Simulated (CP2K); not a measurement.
# IPEA1-xTB run of InHF (SMILES [F][InH])

Aim: the energy change on altering one bond length of InHF at IPEA1-xTB, from 2 runs. 

The results are computed with CP2K 2026.2.

## Step 1: The structure to begin with

InHF has 3 atoms, charge 0, and is taken as a doublet. SMILES: `[F][InH]`. Geometry: relaxed at PBE0-D4/def2-TZVP.

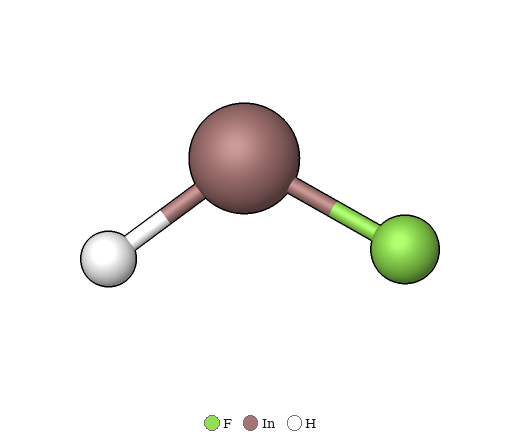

Viewed from a chosen angle; fluorine green, indium brown, hydrogen white.

## Step 2: Energy and gradient at IPEA1-xTB

Contents of qs.inp:

```
&GLOBAL
  PROJECT qs
  RUN_TYPE ENERGY_FORCE
  PRINT_LEVEL MEDIUM
&END

&FORCE_EVAL
  METHOD Quickstep
  &DFT
    MULTIPLICITY 2
    SPIN_POLARIZED T
    &QS
      METHOD XTB
      EPS_DEFAULT 1.0E-10
      &XTB
        GFN_TYPE TBLITE
        &TBLITE
          METHOD IPEA1
        &END
        CHECK_ATOMIC_CHARGES F
      &END
    &END
    &POISSON
      PERIODIC NONE
      POISSON_SOLVER ANALYTIC
    &END
    &SCF
      SCF_GUESS ATOMIC
      EPS_SCF 1.0E-06
      MAX_SCF 150
      ADDED_MOS 4
      &DIAGONALIZATION
        ALGORITHM STANDARD
      &END
      &MIXING
        METHOD DIRECT_P_MIXING
        ALPHA 0.4
      &END
    &END
    &PRINT
      &MOMENTS
        PERIODIC F
        REFERENCE COM
        MAX_MOMENT 1
      &END
      &MO ON
        ENERGIES T
        OCCUPATION_NUMBERS T
        NDIGITS 6
        &EACH
          QS_SCF 0
        &END
        ADD_LAST NUMERIC
      &END
      &HIRSHFELD OFF
      &END
    &END
  &END
  &SUBSYS
    &CELL
      ABC 11.7 12.4 11.2
      PERIODIC NONE
    &END
    &COORD
      F      1.088400     0.989500     0.694300
      In    -0.522500     0.355100    -0.244800
      H     -0.576900    -1.409400    -0.462800
    &END
    &TOPOLOGY
      &CENTER_COORDINATES
      &END
    &END
  &END
  &PRINT
    &FORCES ON
    &END
  &END
&END
```

The run is started by

```bash
$ OMP_NUM_THREADS=1 cp2k.psmp -i qs.inp -o qs.out
```

The program printed:

```text
CP2K| version string:                                       CP2K version 2026.2
[...]
 GLOBAL| Method name                                                        CP2K
[...]
 GLOBAL| Run type                                                   ENERGY_FORCE
[...]
                             - Atoms:                                          3
[...]
                             - Spherical basis functions:                     16
[...]
 Number of electrons:                                                          6
[...]
  *** SCF run converged in    15 steps ***
[...]
  Fermi energy:                                                -0.37868595663679
[...]
 TB_DIPOLE| Moment [Debye]         -2.59772813      -0.70481782      -1.48037923
 TB_DIPOLE| Derivative [a.u.]       0.00000000       0.00000000       0.00000000
[...]
 ENERGY| Total FORCE_EVAL ( QS ) energy [hartree]             -7.371552916348444
 FORCES| Atomic forces [hartree/bohr]
 FORCES|   Atom     x               y               z               |f|
 FORCES|      1  1.51732629E-02  2.90235199E-03  8.51706353E-03   1.76406328E-02
 FORCES|      2 -1.79575654E-02 -2.21082020E-03 -9.94912557E-03   2.06481714E-02
 FORCES|      3  2.78430252E-03 -6.91531799E-04  1.43206204E-03   3.20645574E-03
 FORCES| Sum     2.60208521E-17 -3.22008045E-17  8.67361738E-18
 FORCES| Total atomic force                                       4.22990330E-17
[...]
```

Run time: 0.9 s. Hardware: 1 thread of Intel Xeon 6975P-C (Granite Rapids), shared host; peak memory 0.19 GiB.

## Step 3: The distorted shape, same level

Contents of run.inp:

```
&GLOBAL
  PROJECT_NAME run
  RUN_TYPE ENERGY_FORCE
  PRINT_LEVEL MEDIUM
&END GLOBAL

&FORCE_EVAL
  METHOD QS
  &DFT
    MULTIPLICITY 2
    UNRESTRICTED_KOHN_SHAM T
    &QS
      METHOD XTB
      EPS_DEFAULT 1.0E-10
      &XTB
        GFN_TYPE TBLITE
        &TBLITE
          METHOD IPEA1
        &END TBLITE
        CHECK_ATOMIC_CHARGES F
      &END XTB
    &END QS
    &POISSON
      PERIODIC NONE
      POISSON_SOLVER ANALYTIC
    &END POISSON
    &SCF
      SCF_GUESS ATOMIC
      EPS_SCF 1.0E-06
      MAX_SCF 150
      ADDED_MOS 4
      &DIAGONALIZATION
        ALGORITHM STANDARD
      &END DIAGONALIZATION
      &MIXING
        METHOD DIRECT_P_MIXING
        ALPHA 0.4
      &END MIXING
    &END SCF
    # extra output
    &PRINT
      &MOMENTS
        PERIODIC F
        REFERENCE COM
        MAX_MOMENT 1
      &END MOMENTS
      &MO ON
        ENERGIES T
        OCCUPATION_NUMBERS T
        NDIGITS 6
        &EACH
          QS_SCF 0
        &END EACH
        ADD_LAST NUMERIC
      &END MO
      &HIRSHFELD OFF
      &END HIRSHFELD
    &END PRINT
  &END DFT
  &SUBSYS
    # box in angstrom
    &CELL
      ABC 11.5 12.3 11.1
      PERIODIC NONE
    &END CELL
    &COORD
      F      0.927350     0.926076     0.600414
      In    -0.522500     0.355100    -0.244800
      H     -0.576900    -1.409400    -0.462800
    &END COORD
    &TOPOLOGY
      &CENTER_COORDINATES
      &END CENTER_COORDINATES
    &END TOPOLOGY
  &END SUBSYS
  &PRINT
    &FORCES ON
    &END FORCES
  &END PRINT
&END FORCE_EVAL
```

The run is started by

```bash
$ OMP_NUM_THREADS=1 cp2k.psmp run.inp > run.out
```

The program printed:

```text
CP2K| version string:                                       CP2K version 2026.2
[...]
 GLOBAL| Method name                                                        CP2K
[...]
 GLOBAL| Run type                                                   ENERGY_FORCE
[...]
                             - Atoms:                                          3
[...]
                             - Spherical basis functions:                     16
[...]
 Number of electrons:                                                          6
[...]
  *** SCF run converged in    15 steps ***
[...]
  Fermi energy:                                                -0.36662288306639
[...]
 TB_DIPOLE| Moment [Debye]         -2.13769690      -0.34321868      -1.19291454
 TB_DIPOLE| Derivative [a.u.]       0.00000000       0.00000000       0.00000000
[...]
 ENERGY| Total FORCE_EVAL ( QS ) energy [hartree]             -7.353586513375320
 FORCES| Atomic forces [hartree/bohr]
 FORCES|   Atom     x               y               z               |f|
 FORCES|      1  7.65130056E-02  2.71012155E-02  4.42805977E-02   9.24634373E-02
 FORCES|      2 -7.90474169E-02 -2.85272203E-02 -4.58038063E-02   9.57093783E-02
 FORCES|      3  2.53441130E-03  1.42600478E-03  1.52320863E-03   3.28281812E-03
 FORCES| Sum     1.73472348E-18 -2.94902991E-17 -7.58941521E-18
 FORCES| Total atomic force                                       3.05005939E-17
[...]
```

It took 0.88 s on 1 thread of Intel Xeon 6975P-C (Granite Rapids), shared host; peak memory 0.19 GiB.

## Step 4: Results

At IPEA1-xTB:

| quantity | value |
| --- | --- |
| first shape: total energy | -7.37155 Eh |
| first shape: dipole moment (from atomic charges alone) | 3.07 D |
| first shape: HOMO energy (highest over α and β) | -10.66 eV |
| first shape: LUMO energy (lowest over α and β) | -9.95 eV |
| first shape: largest force on an atom | 1.062 eV/Å |
| distorted shape: total energy | -7.35359 Eh |
| distorted shape: dipole moment (from atomic charges alone) | 2.47 D |
| distorted shape: HOMO energy (highest over α and β) | -10.29 eV |
| distorted shape: LUMO energy (lowest over α and β) | -9.66 eV |
| distorted shape: largest force on an atom | 4.922 eV/Å |
| energy change with the F1–In2 bond shortened from 1.970 to 1.773 Å | 0.489 eV |

**Reading.** With the F1–In2 bond shortened from 1.970 to 1.773 Å the energy rises by 0.49 eV (47.2 kJ/mol). The first shape isn't relaxed at this level, so the change isn't measured from a minimum. The largest force (first shape) is 1.06 eV/Å: the shape isn't a stationary point for this species at this level. The dipole (first shape) comes from point charges on the atoms alone, without atomic dipoles, so it is partial. The dipole (distorted shape) comes from point charges on the atoms alone, without atomic dipoles, so it is partial.
